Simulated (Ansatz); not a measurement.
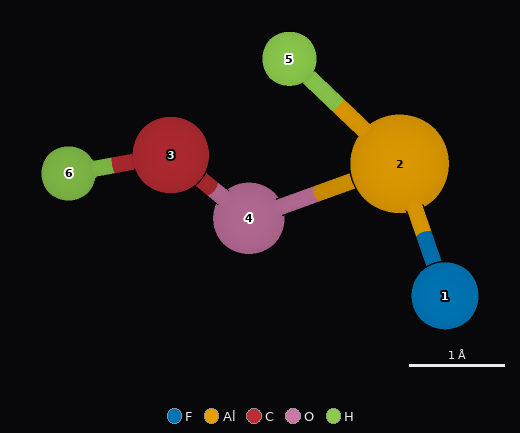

**Figure 1.** The starting structure (ball-and-stick view, seen at a tilt; atoms are numbered from 1 in the order of the input). Sticks mark near contacts. Bond lengths as drawn: Al–F 1.68 Å, Al–H 1.67 Å, Al–O 2.05 Å, C–H 1.12 Å and C–O 1.25 Å.

Run report: CH$_{2}$AlFO, molecular dynamics (part 1 of 3)

CH$_{2}$AlFO, computed with UKS BLYP/6-31G* (Ansatz 0.2.0).

It belongs to a series of runs on one base structure; here: dynamics from the highest image of the converged band. Figures and captions count atoms from 1; the log counts them from 0 in places.

### Output
```
Engine: ansatz 0.2.0, x86_64-unknown-linux-gnu
Functional definition: BLYP
  parameter beta = 0.0042
  parameter a = 0.04918
  parameter b = 0.132
  parameter c = 0.2533
  parameter d = 0.349
  exchange = b88_x(beta = beta)
  correlation = lyp_c(a = a, b = b, c = c, d = d)
718 factors; their error is unknown
mean field evaluation 1: about -12421.1680 eV, gradient 4.1e1 eV
mean field evaluation 2: about -12382.1912 eV, gradient 9.9e1 eV
mean field evaluation 4: about -12427.4873 eV, gradient 1.4e1 eV
mean field evaluation 8: about -12428.2636 eV, gradient 1.0e-1 eV
mean field evaluation 16: about -12428.2276 eV, gradient 1.8e-4 eV
mean field -12428.22755390 eV, -456.7289384507 hartree, gradient 2.7e-5 eV, S^2 0.000000; 1 other end points of the search recorded, 0 dependent functions left out
the calculation of the forces begins
reference -12428.22785733 eV, -456.7289496014 hartree; 19, 19 occupied and 49, 49 virtual orbitals, 718 factors
md step     0: t =     0.00 fs  T =   300.0 K  F+E_penalty+E_count = -12428.22755390 eV  E_kin = 0.155112 eV  conserved = -12428.07244190 eV  (42 SCF iters)
these checks for a lower state are left out or cut short: starts, cluster_reference, orbital_swaps, neighbouring_geometries, increment
718 factors; their error is unknown
mean field -12428.22513893 eV, -456.7288497022 hartree, gradient 2.3e-5 eV, S^2 0.000000; 0 other end points of the search recorded, 0 dependent functions left out
the calculation of the forces begins
reference -12428.22544188 eV, -456.7288608354 hartree; 19, 19 occupied and 49, 49 virtual orbitals, 718 factors
md step     1: t =     0.50 fs  T =   295.4 K  F+E_penalty+E_count = -12428.22513893 eV  E_kin = 0.152711 eV  conserved = -12428.07242782 eV  (36 SCF iters)
[... from here on the SCF iterations and repeated set-up lines of each step are left out, up to the last step ...]
md step     2: t =     1.00 fs  T =   282.4 K  F+E_penalty+E_count = -12428.21832138 eV  E_kin = 0.145987 eV  conserved = -12428.07233393 eV  (36 SCF iters)
md step     3: t =     1.50 fs  T =   264.0 K  F+E_penalty+E_count = -12428.20866617 eV  E_kin = 0.136488 eV  conserved = -12428.07217773 eV  (37 SCF iters)
md step     4: t =     2.00 fs  T =   245.0 K  F+E_penalty+E_count = -12428.19867027 eV  E_kin = 0.126663 eV  conserved = -12428.07200725 eV  (37 SCF iters)
md step     5: t =     2.50 fs  T =   230.4 K  F+E_penalty+E_count = -12428.19101100 eV  E_kin = 0.119126 eV  conserved = -12428.07188540 eV  (37 SCF iters)
md step     6: t =     3.00 fs  T =   223.8 K  F+E_penalty+E_count = -12428.18758702 eV  E_kin = 0.115727 eV  conserved = -12428.07185987 eV  (37 SCF iters)
md step     7: t =     3.50 fs  T =   226.0 K  F+E_penalty+E_count = -12428.18879971 eV  E_kin = 0.116863 eV  conserved = -12428.07193676 eV  (37 SCF iters)
md step     8: t =     4.00 fs  T =   234.8 K  F+E_penalty+E_count = -12428.19346121 eV  E_kin = 0.121384 eV  conserved = -12428.07207747 eV  (37 SCF iters)
md step     9: t =     4.50 fs  T =   245.9 K  F+E_penalty+E_count = -12428.19937305 eV  E_kin = 0.127151 eV  conserved = -12428.07222156 eV  (38 SCF iters)
md step    10: t =     5.00 fs  T =   255.2 K  F+E_penalty+E_count = -12428.20424318 eV  E_kin = 0.131926 eV  conserved = -12428.07231762 eV  (37 SCF iters)
md step    11: t =     5.50 fs  T =   259.4 K  F+E_penalty+E_count = -12428.20648301 eV  E_kin = 0.134140 eV  conserved = -12428.07234282 eV  (36 SCF iters)
md step    12: t =     6.00 fs  T =   257.8 K  F+E_penalty+E_count = -12428.20558858 eV  E_kin = 0.133286 eV  conserved = -12428.07230272 eV  (37 SCF iters)
md step    13: t =     6.50 fs  T =   251.2 K  F+E_penalty+E_count = -12428.20208507 eV  E_kin = 0.129865 eV  conserved = -12428.07222006 eV  (38 SCF iters)
md step    14: t =     7.00 fs  T =   241.9 K  F+E_penalty+E_count = -12428.19719375 eV  E_kin = 0.125072 eV  conserved = -12428.07212209 eV  (38 SCF iters)
md step    15: t =     7.50 fs  T =   232.8 K  F+E_penalty+E_count = -12428.19241466 eV  E_kin = 0.120383 eV  conserved = -12428.07203164 eV  (38 SCF iters)
md step    16: t =     8.00 fs  T =   226.7 K  F+E_penalty+E_count = -12428.18916146 eV  E_kin = 0.117197 eV  conserved = -12428.07196422 eV  (38 SCF iters)
md step    17: t =     8.50 fs  T =   225.5 K  F+E_penalty+E_count = -12428.18850359 eV  E_kin = 0.116575 eV  conserved = -12428.07192831 eV  (38 SCF iters)
md step    18: t =     9.00 fs  T =   230.3 K  F+E_penalty+E_count = -12428.19101797 eV  E_kin = 0.119091 eV  conserved = -12428.07192708 eV  (38 SCF iters)
md step    19: t =     9.50 fs  T =   241.3 K  F+E_penalty+E_count = -12428.19672947 eV  E_kin = 0.124770 eV  conserved = -12428.07195974 eV  (38 SCF iters)
md step    20: t =    10.00 fs  T =   257.4 K  F+E_penalty+E_count = -12428.20512001 eV  E_kin = 0.133098 eV  conserved = -12428.07202211 eV  (38 SCF iters)
md step    21: t =    10.50 fs  T =   276.8 K  F+E_penalty+E_count = -12428.21519881 eV  E_kin = 0.143093 eV  conserved = -12428.07210615 eV  (37 SCF iters)
md step    22: t =    11.00 fs  T =   296.8 K  F+E_penalty+E_count = -12428.22564013 eV  E_kin = 0.153441 eV  conserved = -12428.07219896 eV  (70 SCF iters)
md step    23: t =    11.50 fs  T =   314.7 K  F+E_penalty+E_count = -12428.23500070 eV  E_kin = 0.162719 eV  conserved = -12428.07228132 eV  (39 SCF iters)
md step    24: t =    12.00 fs  T =   328.2 K  F+E_penalty+E_count = -12428.24202437 eV  E_kin = 0.169694 eV  conserved = -12428.07233052 eV  (39 SCF iters)
md step    25: t =    12.50 fs  T =   335.9 K  F+E_penalty+E_count = -12428.24600034 eV  E_kin = 0.173676 eV  conserved = -12428.07232474 eV  (39 SCF iters)
md step    26: t =    13.00 fs  T =   338.2 K  F+E_penalty+E_count = -12428.24709298 eV  E_kin = 0.174841 eV  conserved = -12428.07225232 eV  (39 SCF iters)
md step    27: t =    13.50 fs  T =   337.3 K  F+E_penalty+E_count = -12428.24649972 eV  E_kin = 0.174377 eV  conserved = -12428.07212268 eV  (38 SCF iters)
md step    28: t =    14.00 fs  T =   337.1 K  F+E_penalty+E_count = -12428.24628413 eV  E_kin = 0.174313 eV  conserved = -12428.07197068 eV  (38 SCF iters)
md step    29: t =    14.50 fs  T =   342.3 K  F+E_penalty+E_count = -12428.24882675 eV  E_kin = 0.176979 eV  conserved = -12428.07184823 eV  (38 SCF iters)
md step    30: t =    15.00 fs  T =   356.3 K  F+E_penalty+E_count = -12428.25603203 eV  E_kin = 0.184230 eV  conserved = -12428.07180225 eV  (38 SCF iters)
md step    31: t =    15.50 fs  T =   380.6 K  F+E_penalty+E_count = -12428.26862203 eV  E_kin = 0.196771 eV  conserved = -12428.07185083 eV  (38 SCF iters)
md step    32: t =    16.00 fs  T =   413.7 K  F+E_penalty+E_count = -12428.28586885 eV  E_kin = 0.213897 eV  conserved = -12428.07197223 eV  (38 SCF iters)
md step    33: t =    16.50 fs  T =   452.2 K  F+E_penalty+E_count = -12428.30591040 eV  E_kin = 0.233791 eV  conserved = -12428.07211918 eV  (37 SCF iters)
md step    34: t =    17.00 fs  T =   491.7 K  F+E_penalty+E_count = -12428.32646708 eV  E_kin = 0.254225 eV  conserved = -12428.07224195 eV  (38 SCF iters)
md step    35: t =    17.50 fs  T =   528.6 K  F+E_penalty+E_count = -12428.34560449 eV  E_kin = 0.273295 eV  conserved = -12428.07230929 eV  (38 SCF iters)
md step    36: t =    18.00 fs  T =   560.7 K  F+E_penalty+E_count = -12428.36223135 eV  E_kin = 0.289917 eV  conserved = -12428.07231461 eV  (38 SCF iters)
md step    37: t =    18.50 fs  T =   587.9 K  F+E_penalty+E_count = -12428.37622595 eV  E_kin = 0.303955 eV  conserved = -12428.07227057 eV  (38 SCF iters)
md step    38: t =    19.00 fs  T =   611.3 K  F+E_penalty+E_count = -12428.38826395 eV  E_kin = 0.316066 eV  conserved = -12428.07219780 eV  (37 SCF iters)
md step    39: t =    19.50 fs  T =   633.2 K  F+E_penalty+E_count = -12428.39950256 eV  E_kin = 0.327385 eV  conserved = -12428.07211751 eV  (37 SCF iters)
md step    40: t =    20.00 fs  T =   656.0 K  F+E_penalty+E_count = -12428.41124968 eV  E_kin = 0.339204 eV  conserved = -12428.07204609 eV  (37 SCF iters)
md step    41: t =    20.50 fs  T =   682.2 K  F+E_penalty+E_count = -12428.42469685 eV  E_kin = 0.352702 eV  conserved = -12428.07199483 eV  (37 SCF iters)
md step    42: t =    21.00 fs  T =   713.2 K  F+E_penalty+E_count = -12428.44073405 eV  E_kin = 0.368764 eV  conserved = -12428.07196957 eV  (37 SCF iters)
md step    43: t =    21.50 fs  T =   750.2 K  F+E_penalty+E_count = -12428.45984261 eV  E_kin = 0.387870 eV  conserved = -12428.07197301 eV  (37 SCF iters)
md step    44: t =    22.00 fs  T =   793.1 K  F+E_penalty+E_count = -12428.48204717 eV  E_kin = 0.410042 eV  conserved = -12428.07200491 eV  (37 SCF iters)
md step    45: t =    22.50 fs  T =   841.1 K  F+E_penalty+E_count = -12428.50691977 eV  E_kin = 0.434858 eV  conserved = -12428.07206179 eV  (37 SCF iters)
md step    46: t =    23.00 fs  T =   892.6 K  F+E_penalty+E_count = -12428.53363837 eV  E_kin = 0.461502 eV  conserved = -12428.07213679 eV  (37 SCF iters)
md step    47: t =    23.50 fs  T =   945.6 K  F+E_penalty+E_count = -12428.56110877 eV  E_kin = 0.488891 eV  conserved = -12428.07221757 eV  (36 SCF iters)
md step    48: t =    24.00 fs  T =   997.8 K  F+E_penalty+E_count = -12428.58816624 eV  E_kin = 0.515879 eV  conserved = -12428.07228687 eV  (36 SCF iters)
md step    49: t =    24.50 fs  T =  1047.4 K  F+E_penalty+E_count = -12428.61385368 eV  E_kin = 0.541530 eV  conserved = -12428.07232395 eV  (36 SCF iters)
md step    50: t =    25.00 fs  T =  1093.6 K  F+E_penalty+E_count = -12428.63774260 eV  E_kin = 0.565432 eV  conserved = -12428.07231026 eV  (36 SCF iters)
md step    51: t =    25.50 fs  T =  1137.2 K  F+E_penalty+E_count = -12428.66020626 eV  E_kin = 0.587968 eV  conserved = -12428.07223866 eV  (36 SCF iters)
md step    52: t =    26.00 fs  T =  1180.5 K  F+E_penalty+E_count = -12428.68250653 eV  E_kin = 0.610384 eV  conserved = -12428.07212275 eV  (35 SCF iters)
md step    53: t =    26.50 fs  T =  1227.3 K  F+E_penalty+E_count = -12428.70656303 eV  E_kin = 0.634564 eV  conserved = -12428.07199872 eV  (35 SCF iters)
md step    54: t =    27.00 fs  T =  1281.3 K  F+E_penalty+E_count = -12428.73438256 eV  E_kin = 0.662467 eV  conserved = -12428.07191529 eV  (35 SCF iters)
md step    55: t =    27.50 fs  T =  1345.0 K  F+E_penalty+E_count = -12428.76731295 eV  E_kin = 0.695400 eV  conserved = -12428.07191273 eV  (34 SCF iters)
md step    56: t =    28.00 fs  T =  1418.5 K  F+E_penalty+E_count = -12428.80544076 eV  E_kin = 0.733440 eV  conserved = -12428.07200123 eV  (35 SCF iters)
md step    57: t =    28.50 fs  T =  1499.5 K  F+E_penalty+E_count = -12428.84744114 eV  E_kin = 0.775286 eV  conserved = -12428.07215490 eV  (34 SCF iters)
md step    58: t =    29.00 fs  T =  1583.3 K  F+E_penalty+E_count = -12428.89096690 eV  E_kin = 0.818641 eV  conserved = -12428.07232573 eV  (34 SCF iters)
md step    59: t =    29.50 fs  T =  1665.1 K  F+E_penalty+E_count = -12428.93337943 eV  E_kin = 0.860913 eV  conserved = -12428.07246667 eV  (35 SCF iters)
md step    60: t =    30.00 fs  T =  1740.5 K  F+E_penalty+E_count = -12428.97247804 eV  E_kin = 0.899929 eV  conserved = -12428.07254897 eV  (34 SCF iters)
md step    61: t =    30.50 fs  T =  1807.2 K  F+E_penalty+E_count = -12429.00695717 eV  E_kin = 0.934389 eV  conserved = -12428.07256806 eV  (44 SCF iters)
md step    62: t =    31.00 fs  T =  1864.4 K  F+E_penalty+E_count = -12429.03650528 eV  E_kin = 0.963969 eV  conserved = -12428.07253646 eV  (35 SCF iters)
md step    63: t =    31.50 fs  T =  1913.1 K  F+E_penalty+E_count = -12429.06162859 eV  E_kin = 0.989154 eV  conserved = -12428.07247474 eV  (35 SCF iters)
md step    64: t =    32.00 fs  T =  1955.2 K  F+E_penalty+E_count = -12429.08333734 eV  E_kin = 1.010933 eV  conserved = -12428.07240410 eV  (35 SCF iters)
md step    65: t =    32.50 fs  T =  1993.0 K  F+E_penalty+E_count = -12429.10281437 eV  E_kin = 1.030473 eV  conserved = -12428.07234170 eV  (35 SCF iters)
md step    66: t =    33.00 fs  T =  2028.5 K  F+E_penalty+E_count = -12429.12113658 eV  E_kin = 1.048837 eV  conserved = -12428.07229967 eV  (34 SCF iters)
md step    67: t =    33.50 fs  T =  2063.3 K  F+E_penalty+E_count = -12429.13907315 eV  E_kin = 1.066788 eV  conserved = -12428.07228539 eV  (35 SCF iters)
md step    68: t =    34.00 fs  T =  2097.8 K  F+E_penalty+E_count = -12429.15695931 eV  E_kin = 1.084657 eV  conserved = -12428.07230234 eV  (34 SCF iters)
md step    69: t =    34.50 fs  T =  2131.9 K  F+E_penalty+E_count = -12429.17463697 eV  E_kin = 1.102286 eV  conserved = -12428.07235058 eV  (35 SCF iters)
md step    70: t =    35.00 fs  T =  2164.3 K  F+E_penalty+E_count = -12429.19146047 eV  E_kin = 1.119036 eV  conserved = -12428.07242473 eV  (35 SCF iters)
md step    71: t =    35.50 fs  T =  2193.0 K  F+E_penalty+E_count = -12429.20638530 eV  E_kin = 1.133872 eV  conserved = -12428.07251367 eV  (35 SCF iters)
md step    72: t =    36.00 fs  T =  2215.6 K  F+E_penalty+E_count = -12429.21815304 eV  E_kin = 1.145554 eV  conserved = -12428.07259933 eV  (35 SCF iters)
md step    73: t =    36.50 fs  T =  2229.9 K  F+E_penalty+E_count = -12429.22558560 eV  E_kin = 1.152929 eV  conserved = -12428.07265659 eV  (34 SCF iters)
md step    74: t =    37.00 fs  T =  2234.5 K  F+E_penalty+E_count = -12429.22797731 eV  E_kin = 1.155319 eV  conserved = -12428.07265797 eV  (34 SCF iters)
md step    75: t =    37.50 fs  T =  2229.8 K  F+E_penalty+E_count = -12429.22550346 eV  E_kin = 1.152918 eV  conserved = -12428.07258535 eV  (34 SCF iters)
md step    76: t =    38.00 fs  T =  2218.5 K  F+E_penalty+E_count = -12429.21947841 eV  E_kin = 1.147036 eV  conserved = -12428.07244211 eV  (34 SCF iters)
md step    77: t =    38.50 fs  T =  2204.9 K  F+E_penalty+E_count = -12429.21227255 eV  E_kin = 1.140010 eV  conserved = -12428.07226208 eV  (32 SCF iters)
md step    78: t =    39.00 fs  T =  2194.5 K  F+E_penalty+E_count = -12429.20676838 eV  E_kin = 1.134664 eV  conserved = -12428.07210465 eV  (32 SCF iters)
md step    79: t =    39.50 fs  T =  2192.1 K  F+E_penalty+E_count = -12429.20545253 eV  E_kin = 1.133423 eV  conserved = -12428.07202993 eV  (33 SCF iters)
md step    80: t =    40.00 fs  T =  2199.9 K  F+E_penalty+E_count = -12429.20951669 eV  E_kin = 1.137450 eV  conserved = -12428.07206639 eV  (33 SCF iters)
md step    81: t =    40.50 fs  T =  2216.9 K  F+E_penalty+E_count = -12429.21843577 eV  E_kin = 1.146241 eV  conserved = -12428.07219482 eV  (33 SCF iters)
md step    82: t =    41.00 fs  T =  2239.5 K  F+E_penalty+E_count = -12429.23025905 eV  E_kin = 1.157899 eV  conserved = -12428.07235977 eV  (33 SCF iters)
md step    83: t =    41.50 fs  T =  2262.8 K  F+E_penalty+E_count = -12429.24244689 eV  E_kin = 1.169947 eV  conserved = -12428.07249977 eV  (33 SCF iters)
md step    84: t =    42.00 fs  T =  2282.7 K  F+E_penalty+E_count = -12429.25280959 eV  E_kin = 1.180235 eV  conserved = -12428.07257449 eV  (33 SCF iters)
md step    85: t =    42.50 fs  T =  2296.8 K  F+E_penalty+E_count = -12429.26013722 eV  E_kin = 1.187562 eV  conserved = -12428.07257570 eV  (33 SCF iters)
md step    86: t =    43.00 fs  T =  2305.1 K  F+E_penalty+E_count = -12429.26435422 eV  E_kin = 1.191835 eV  conserved = -12428.07251954 eV  (33 SCF iters)
md step    87: t =    43.50 fs  T =  2309.0 K  F+E_penalty+E_count = -12429.26629155 eV  E_kin = 1.193858 eV  conserved = -12428.07243309 eV  (32 SCF iters)
md step    88: t =    44.00 fs  T =  2311.1 K  F+E_penalty+E_count = -12429.26727429 eV  E_kin = 1.194931 eV  conserved = -12428.07234313 eV  (31 SCF iters)
md step    89: t =    44.50 fs  T =  2314.0 K  F+E_penalty+E_count = -12429.26869949 eV  E_kin = 1.196430 eV  conserved = -12428.07226999 eV  (32 SCF iters)
md step    90: t =    45.00 fs  T =  2319.9 K  F+E_penalty+E_count = -12429.27170355 eV  E_kin = 1.199477 eV  conserved = -12428.07222642 eV  (32 SCF iters)
md step    91: t =    45.50 fs  T =  2330.0 K  F+E_penalty+E_count = -12429.27694714 eV  E_kin = 1.204728 eV  conserved = -12428.07221866 eV  (32 SCF iters)
md step    92: t =    46.00 fs  T =  2344.6 K  F+E_penalty+E_count = -12429.28450608 eV  E_kin = 1.212258 eV  conserved = -12428.07224774 eV  (32 SCF iters)
md step    93: t =    46.50 fs  T =  2362.6 K  F+E_penalty+E_count = -12429.29384847 eV  E_kin = 1.221538 eV  conserved = -12428.07231054 eV  (33 SCF iters)
md step    94: t =    47.00 fs  T =  2381.8 K  F+E_penalty+E_count = -12429.30388710 eV  E_kin = 1.231487 eV  conserved = -12428.07239973 eV  (33 SCF iters)
md step    95: t =    47.50 fs  T =  2399.4 K  F+E_penalty+E_count = -12429.31311010 eV  E_kin = 1.240609 eV  conserved = -12428.07250147 eV  (32 SCF iters)
md step    96: t =    48.00 fs  T =  2412.2 K  F+E_penalty+E_count = -12429.31980814 eV  E_kin = 1.247212 eV  conserved = -12428.07259580 eV  (32 SCF iters)
md step    97: t =    48.50 fs  T =  2417.1 K  F+E_penalty+E_count = -12429.32240194 eV  E_kin = 1.249745 eV  conserved = -12428.07265723 eV  (32 SCF iters)
md step    98: t =    49.00 fs  T =  2412.2 K  F+E_penalty+E_count = -12429.31984748 eV  E_kin = 1.247187 eV  conserved = -12428.07265999 eV  (32 SCF iters)
md step    99: t =    49.50 fs  T =  2397.2 K  F+E_penalty+E_count = -12429.31202891 eV  E_kin = 1.239439 eV  conserved = -12428.07259006 eV  (32 SCF iters)
md step   100: t =    50.00 fs  T =  2374.1 K  F+E_penalty+E_count = -12429.29996540 eV  E_kin = 1.227508 eV  conserved = -12428.07245721 eV  (31 SCF iters)
md step   101: t =    50.50 fs  T =  2346.7 K  F+E_penalty+E_count = -12429.28564217 eV  E_kin = 1.213339 eV  conserved = -12428.07230354 eV  (32 SCF iters)
md step   102: t =    51.00 fs  T =  2319.3 K  F+E_penalty+E_count = -12429.27137354 eV  E_kin = 1.199182 eV  conserved = -12428.07219129 eV  (32 SCF iters)
md step   103: t =    51.50 fs  T =  2295.2 K  F+E_penalty+E_count = -12429.25887250 eV  E_kin = 1.186697 eV  conserved = -12428.07217553 eV  (32 SCF iters)
md step   104: t =    52.00 fs  T =  2274.8 K  F+E_penalty+E_count = -12429.24844383 eV  E_kin = 1.176172 eV  conserved = -12428.07227179 eV  (32 SCF iters)
md step   105: t =    52.50 fs  T =  2255.7 K  F+E_penalty+E_count = -12429.23875595 eV  E_kin = 1.166310 eV  conserved = -12428.07244623 eV  (32 SCF iters)
md step   106: t =    53.00 fs  T =  2233.3 K  F+E_penalty+E_count = -12429.22734418 eV  E_kin = 1.154712 eV  conserved = -12428.07263241 eV  (31 SCF iters)
md step   107: t =    53.50 fs  T =  2202.6 K  F+E_penalty+E_count = -12429.21158652 eV  E_kin = 1.138819 eV  conserved = -12428.07276742 eV  (32 SCF iters)
md step   108: t =    54.00 fs  T =  2160.1 K  F+E_penalty+E_count = -12429.18965238 eV  E_kin = 1.116838 eV  conserved = -12428.07281462 eV  (30 SCF iters)
md step   109: t =    54.50 fs  T =  2104.8 K  F+E_penalty+E_count = -12429.16105227 eV  E_kin = 1.088280 eV  conserved = -12428.07277246 eV  (31 SCF iters)
md step   110: t =    55.00 fs  T =  2038.6 K  F+E_penalty+E_count = -12429.12667911 eV  E_kin = 1.054017 eV  conserved = -12428.07266217 eV  (32 SCF iters)
md step   111: t =    55.50 fs  T =  1965.0 K  F+E_penalty+E_count = -12429.08848332 eV  E_kin = 1.015968 eV  conserved = -12428.07251520 eV  (32 SCF iters)
md step   112: t =    56.00 fs  T =  1888.9 K  F+E_penalty+E_count = -12429.04898274 eV  E_kin = 0.976621 eV  conserved = -12428.07236187 eV  (33 SCF iters)
```
